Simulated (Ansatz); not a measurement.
Geometry relaxation, with input and output: GaSiNH₇Cl (part 1 of 2)

- system: GaSiNH₇Cl
- method: RKS PBE-D4/def2-mTZVP (Ansatz 0.2.0)

The input holds or restrains some coordinates. It belongs to a series of runs on one base structure; here: pulled along the bonds that form and break, towards end B. Figures and captions count atoms from 1; the log counts them from 0 in places.

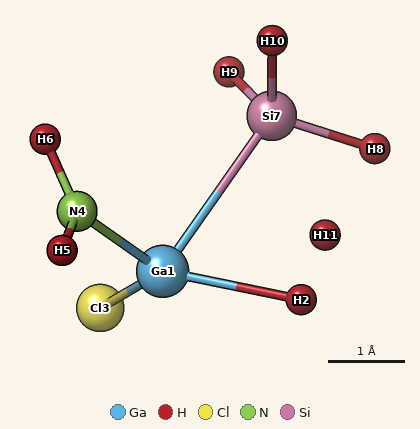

The structure as given in the input (ball-and-stick view, seen at a tilt; atoms are numbered from 1 in the order of the input). Sticks mark near contacts.

Input
```yaml
crystal:
  periodic: [false, false, false]
  atoms:
    - { symbol: Ga, position_ang: [0.0, 0.0, 0.0] }
    - { symbol: H, position_ang: [0.0, 0.0, 1.92] }
    - { symbol: Cl, position_ang: [1.9398, 0.0, -1.12] }
    - { symbol: "N", position_ang: [-1.6714, 0.0, -0.965] }
    - { symbol: H, position_ang: [-2.3403, -0.8164, -0.8664] }
    - { symbol: H, position_ang: [-1.9204, 0.8164, -1.5936] }
    - { symbol: Si, position_ang: [0.1179, 2.493, 0.8293] }
    - { symbol: H, position_ang: [0.6941, 2.5339, 2.1701] }
    - { symbol: H, position_ang: [0.9521, 3.2709, -0.0821] }
    - { symbol: H, position_ang: [-1.2271, 3.0603, 0.8608] }
    - { symbol: H, position_ang: [0.0461, 0.9745, 1.9843] }
basis:
  gaussian: { orbitals: def2-mTZVP }
hamiltonian:
  xc: pbe
  dispersion: d4
relax:
  f_tol: 0.15
  max_steps: 25
  restrain:
    - { distance: [0, 6], at: 2.33, k: 30.0 }
    - { distance: [10, 1], at: 0.66, k: 30.0 }
    - { distance: [0, 1], at: 2.77, k: 30.0 }
    - { distance: [10, 6], at: 2.66, k: 30.0 }
```

Run as:
```bash
ansatz run input.yaml --threads 4 --pin off --max-ram 5120MiB --backend cpu --events-out ev --progress --plain --runs-dir out
```

Log
```
The last accepted step is kept in [file] (removed where the run ends without a failure and the disk answers)
Engine: ansatz 0.2.0, x86_64-unknown-linux-gnu
Functional definition: PBE
  parameter kappa = 0.804
  parameter beta = 0.06672455060314922
  exchange = pbe_x(kappa = kappa, mu = beta*pi^2/3)
  correlation = pbe_c(beta = beta)
1264 factors; their error is unknown
mean field evaluation 1: about -74348.5594 eV, gradient 8.3e1 eV
mean field evaluation 2: about -74272.1427 eV, gradient 1.6e2 eV
mean field evaluation 4: about -74360.3653 eV, gradient 2.4e1 eV
mean field evaluation 8: about -74361.7127 eV, gradient 3.8e-1 eV
mean field evaluation 16: about -74361.6842 eV, gradient 1.7e-4 eV
mean field -74361.68415744 eV, -2732.7414886259 hartree, gradient 5.6e-5 eV, S^2 0.000000; 2 other end points of the search recorded, 0 dependent functions left out
the calculation of the forces begins
reference -74361.68420444 eV, -2732.7414903533 hartree; 38, 38 occupied and 82, 82 virtual orbitals, 1264 factors
relax step   1: F+E_penalty+E_count = -74361.97315610 eV  Δ(F+E_penalty+E_count) = +0.000e0 eV  max|allowed force component| = 2.835e0 eV/Å  E_restraint = 22.15683843 eV  max|allowed force component, restraints' pulls added| = 2.921e1 eV/Å  Δτ_max = 0.0000 Å  (56 SCF iters, accepted)
  distance Ga 0 - Si 6 = 2.6300 Å
  distance H 10 - H 1 = 0.9777 Å
  distance Ga 0 - H 1 = 1.9200 Å
  distance H 10 - Si 6 = 1.9092 Å
these checks for a lower state are left out or cut short: starts, cluster_reference, orbital_swaps, neighbouring_geometries, increment
1264 factors; their error is unknown
mean field evaluation 32: about -74362.9165 eV, gradient 4.1e-3 eV
mean field -74362.91652475 eV, -2732.7867772893 hartree, gradient 1.8e-5 eV, S^2 0.000000; 0 other end points of the search recorded, 0 dependent functions left out
[... from here on the field's lines of each further geometry are left out, up to the last ...]
relax step   2: F+E_penalty+E_count = -74363.18511297 eV  Δ(F+E_penalty+E_count) = -1.212e0 eV  max|allowed force component| = 3.263e0 eV/Å  E_restraint = 8.40990800 eV  max|allowed force component, restraints' pulls added| = 1.612e1 eV/Å  Δτ_max = 0.1948 Å  (35 SCF iters, accepted)
relax step   3: F+E_penalty+E_count = -74363.73749435 eV  Δ(F+E_penalty+E_count) = -5.524e-1 eV  max|allowed force component| = 3.742e0 eV/Å  E_restraint = 1.84373721 eV  max|allowed force component, restraints' pulls added| = 7.484e0 eV/Å  Δτ_max = 0.1948 Å  (30 SCF iters, accepted)
relax step   4: F+E_penalty+E_count = -74364.35902387 eV  Δ(F+E_penalty+E_count) = -6.215e-1 eV  max|allowed force component| = 3.574e0 eV/Å  E_restraint = 0.03081024 eV  max|allowed force component, restraints' pulls added| = 3.216e0 eV/Å  Δτ_max = 0.1944 Å  (30 SCF iters, accepted)
relax step   5: F+E_penalty+E_count = -74364.78654053 eV  Δ(F+E_penalty+E_count) = -4.275e-1 eV  max|allowed force component| = 2.362e0 eV/Å  E_restraint = 0.03973280 eV  max|allowed force component, restraints' pulls added| = 1.434e0 eV/Å  Δτ_max = 0.1948 Å  (29 SCF iters, accepted)
relax step   6: F+E_penalty+E_count = -74364.97637202 eV  Δ(F+E_penalty+E_count) = -1.898e-1 eV  max|allowed force component| = 1.676e0 eV/Å  E_restraint = 0.04948056 eV  max|allowed force component, restraints' pulls added| = 1.363e0 eV/Å  Δτ_max = 0.1949 Å  (29 SCF iters, accepted)
relax step   7: F+E_penalty+E_count = -74365.10826825 eV  Δ(F+E_penalty+E_count) = -1.319e-1 eV  max|allowed force component| = 1.798e0 eV/Å  E_restraint = 0.04282410 eV  max|allowed force component, restraints' pulls added| = 1.566e0 eV/Å  Δτ_max = 0.1949 Å  (29 SCF iters, accepted)
relax step   8: F+E_penalty+E_count = -74365.27504387 eV  Δ(F+E_penalty+E_count) = -1.668e-1 eV  max|allowed force component| = 1.648e0 eV/Å  E_restraint = 0.04585728 eV  max|allowed force component, restraints' pulls added| = 3.047e-1 eV/Å  Δτ_max = 0.2000 Å  (29 SCF iters, accepted)
relax step   9: F+E_penalty+E_count = -74365.30982818 eV  Δ(F+E_penalty+E_count) = -3.478e-2 eV  max|allowed force component| = 1.224e0 eV/Å  E_restraint = 0.05940245 eV  max|allowed force component, restraints' pulls added| = 7.937e-1 eV/Å  Δτ_max = 0.1689 Å  (29 SCF iters, accepted)
relax step  10: F+E_penalty+E_count = -74365.32932757 eV  Δ(F+E_penalty+E_count) = -1.950e-2 eV  max|allowed force component| = 1.440e0 eV/Å  E_restraint = 0.04860404 eV  max|allowed force component, restraints' pulls added| = 1.811e-1 eV/Å  Δτ_max = 0.2000 Å  (30 SCF iters, accepted)
relax step  11: F+E_penalty+E_count = -74365.33545080 eV  Δ(F+E_penalty+E_count) = -6.123e-3 eV  max|allowed force component| = 1.363e0 eV/Å  E_restraint = 0.05458954 eV  max|allowed force component, restraints' pulls added| = 3.269e-1 eV/Å  Δτ_max = 0.1950 Å  (27 SCF iters, accepted)
relax step  12: F+E_penalty+E_count = -74365.33713162 eV  Δ(F+E_penalty+E_count) = -1.681e-3 eV  max|allowed force component| = 1.465e0 eV/Å  E_restraint = 0.04699867 eV  max|allowed force component, restraints' pulls added| = 1.584e-1 eV/Å  Δτ_max = 0.0372 Å  (29 SCF iters, accepted)
the calculation of the forces begins
reference -74365.08060265 eV, -2732.8663056854 hartree; 38, 38 occupied and 82, 82 virtual orbitals, 1264 factors
relax step  13: F+E_penalty+E_count = -74365.33886008 eV  Δ(F+E_penalty+E_count) = -1.728e-3 eV  max|allowed force component| = 1.501e0 eV/Å  E_restraint = 0.04543965 eV  max|allowed force component, restraints' pulls added| = 3.425e-2 eV/Å  Δτ_max = 0.0609 Å  (28 SCF iters, accepted)
  distance Ga 0 - Si 6 = 2.3450 Å
  distance H 10 - H 1 = 0.7122 Å
  distance Ga 0 - H 1 = 2.7745 Å
  distance H 10 - Si 6 = 2.6678 Å
1264 factors; their error is unknown
mean field evaluation 128: about -74365.0806 eV, gradient 1.1e-3 eV
```

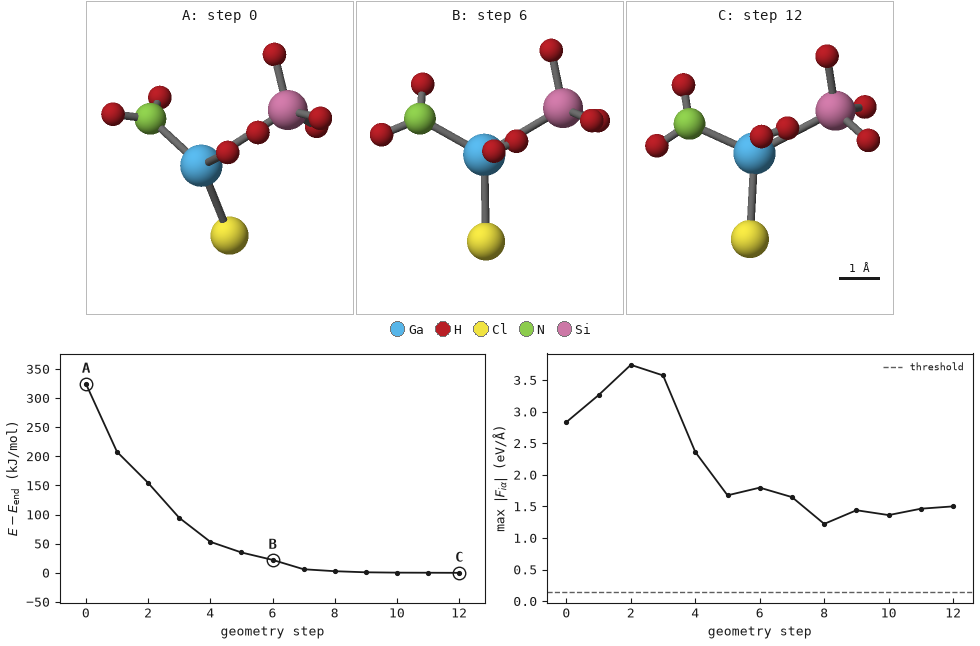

Frames of the restrained relaxation (ball-and-stick view, seen at a tilt) above the curves, on which the letters mark them (the first geometry is step 0 here and step 1 in the log).

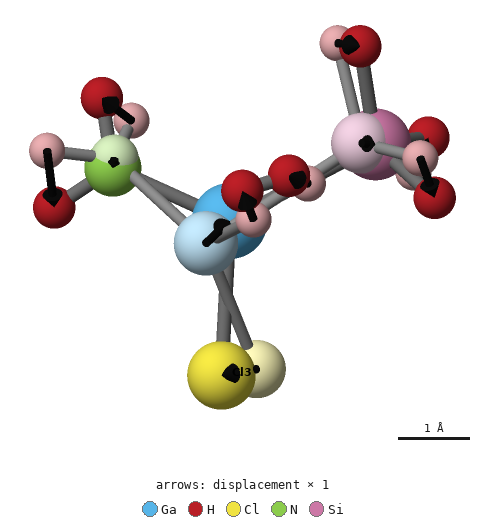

Start (faint) and end (solid) with the displacements as black arrows, at true length (ball-and-stick view, seen at a tilt). The two geometries are laid on each other by the best rigid fit. H5 moves most after the best rigid fit: 1.07 Å. By element the largest moves are H 1.07 Å, Ga 0.82 Å, Cl 0.78 Å, Si 0.29 Å, N 0.15 Å. Among the contacts that change: Ga1–H2 1.920 → 2.775 Å, Ga1–Si7 2.630 → 2.345 Å, H2–H11 0.978 → 0.712 Å, Ga1–N4 1.930 → 1.826 Å. New bonds form: H2–H11 (0.98 → 0.71 Å). Among the angles that change: N4–Ga1–Si7 101.3° → 128.2°, Cl3–Ga1–Si7 96.8° → 120.2°, Cl3–Ga1–N4 120.0° → 111.5°. The energy falls by 324.7 kJ/mol in 12 geometry steps. The largest force component goes from 2.8 to 1.5 eV/Å. (Atoms are counted from 1 in the order of the input.)

```
mean field -74365.08055459 eV, -2732.8663039191 hartree, gradient 2.1e-5 eV, S^2 0.000000; 1 other end points of the search recorded, 0 dependent functions left out
the calculation of the forces begins
reference -74365.08060265 eV, -2732.8663056854 hartree; 38, 38 occupied and 82, 82 virtual orbitals, 1264 factors
Total energy: -74365.33890815 eV, -2732.8757982373 hartree
Atom 0 at    -0.025338     0.678965    -0.446121 Å, force    -0.011259    -0.358516    -0.312624 eV/Å
Atom 1 at    -0.431299     0.007028     2.215046 Å, force    -0.489954    -1.501316    -0.133045 eV/Å
Atom 2 at     1.687855    -0.650952    -0.764134 Å, force    -0.019361     0.011641    -0.007901 eV/Å
Atom 3 at    -1.577035    -0.074477    -1.044068 Å, force     0.014227     0.003413    -0.000868 eV/Å
Atom 4 at    -1.586271    -0.928960    -1.595771 Å, force    -0.006033    -0.022902     0.000462 eV/Å
Atom 5 at    -2.465861     0.417734    -1.076485 Å, force    -0.017928     0.007196    -0.015126 eV/Å
Atom 6 at     0.256626     2.715979     0.680832 Å, force     0.101514     0.540847     0.066861 eV/Å
Atom 7 at     1.298796     2.552301     1.742113 Å, force     0.005468     0.002685     0.009723 eV/Å
Atom 8 at     0.683654     3.818465    -0.239274 Å, force    -0.001603     0.015862    -0.005655 eV/Å
Atom 9 at    -1.032279     3.120367     1.331875 Å, force    -0.003662    -0.001967     0.007577 eV/Å
Atom 10 at    -0.218048     0.676152     2.333387 Å, force     0.428592     1.303058     0.390596 eV/Å
Dipole moment:    -0.537748     0.251821     0.005604 e Å
```

Trajectory as extended XYZ (Å, eV, eV/Å), 13 frames, from step=1 to step=13
```
11
Properties=species:S:1:pos:R:3:forces:R:3 step=1 energy=-74361.97316
Ga    0.0000    0.0000    0.0000   -0.8316   2.8353  -0.9539
H     0.0000    0.0000    1.9200   -0.1068  -0.2920   0.6506
Cl    1.9398    0.0000   -1.1200   -0.3720  -0.6068   0.6604
N    -1.6714    0.0000   -0.9650    0.0674  -1.1208   0.5088
H    -2.3403   -0.8164   -0.8664    0.8228   1.5784  -0.5147
H    -1.9204    0.8164   -1.5936    0.2898  -1.3607   1.2109
Si    0.1179    2.4930    0.8293   -0.3891  -0.6930  -1.6760
H     0.6941    2.5339    2.1701    0.3893   0.3835   1.1121
H     0.9521    3.2709   -0.0821    0.5600   0.5894  -0.2369
H    -1.2271    3.0603    0.8608   -0.6292   0.4861   0.2526
H     0.0461    0.9745    1.9843    0.1993  -1.7994  -1.0138
```
